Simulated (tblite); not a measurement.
**Run report: CH$_{6}$NOSi, frequency calculation**

- system: CH$_{6}$NOSi, multiplicity 2, SMILES CO[SiH2][NH]
- method: GFN2-xTB harmonic vibrations, gas phase (tblite 0.8.0)

It belongs to a series of runs on one base structure; here: H removed from N.

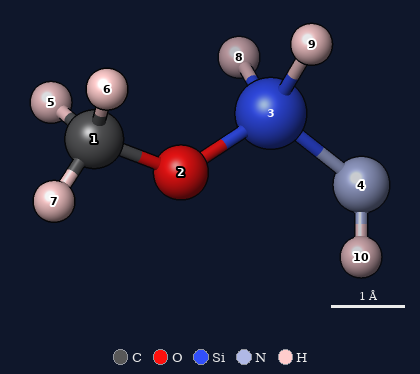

Fig. 1: The input geometry (ball-and-stick view, seen at a tilt; atoms are numbered from 1 in the order of the input). Bond lengths as drawn: C–H 1.09 Å, C–O 1.39 Å, H–N 1.01 Å, H–Si 1.47 Å, N–Si 1.67 Å and O–Si 1.63 Å.

Key numbers

| quantity | value |
| --- | --- |
| outcome | converged |
| total energy | −377.7957 eV |
| zero-point energy | 42.9740 kcal/mol |
| hardware | 1 CPU thread, shared host |
| peak memory | 0.18 GiB |

Input
```
{"job": {"kind": "ir", "xc": "GFN2-xTB", "basis": "xTB"}, "charge": 0, "multiplicity": 2}
C     -1.626057    -0.344761    -0.146992
O     -0.245202    -0.526794    -0.204130
Si     0.968778     0.488927     0.176763
N      2.485770    -0.184431    -0.035308
H     -1.944354     0.455270    -0.821284
H     -1.948270    -0.094150     0.867337
H     -2.102700    -1.278113    -0.451388
H      0.906601     1.710926    -0.645656
H      0.878548     0.907941     1.588039
H      2.635768    -1.130160    -0.349910
```

The first line tells a small driver script what to run in tblite; the rest is the geometry in Å.

Launched with:
```bash
OMP_NUM_THREADS=1 python <driver script> task.json out
```

Log
```
mode    cm-1     km/mol
  1      77.6      0.53
  2      93.0      0.31
  3     156.2      0.98
  4     252.4     13.49
  5     291.6     84.82
  6     403.8    124.25
  7     563.8     19.50
  8     662.1      5.23
  9     719.1    155.00
 10     721.3    112.68
 11     762.9    184.48
 12    1007.3     66.34
 13    1133.3      1.18
 14    1137.4     85.14
 15    1157.0    136.59
 16    1420.8      0.53
 17    1486.4      5.20
 18    1487.9      1.47
 19    2058.0    121.61
 20    2134.0     52.45
 21    2938.9     42.70
 22    2952.2     42.03
 23    2986.1     29.10
 24    3457.6      1.38
```

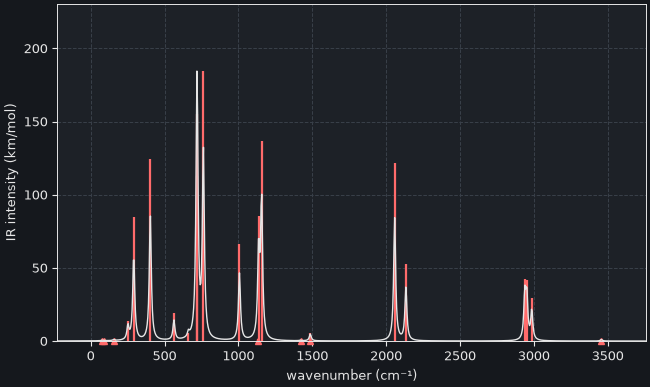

Fig. 2: Harmonic infrared spectrum, unscaled: sticks (degenerate modes added up, dark ones marked on the axis) with a Lorentzian envelope of 16 cm⁻¹ full width, scaled to the tallest stick. 24 modes from 78 to 3458 cm⁻¹, none imaginary. The strongest line is at 763 cm⁻¹ (184 km/mol).
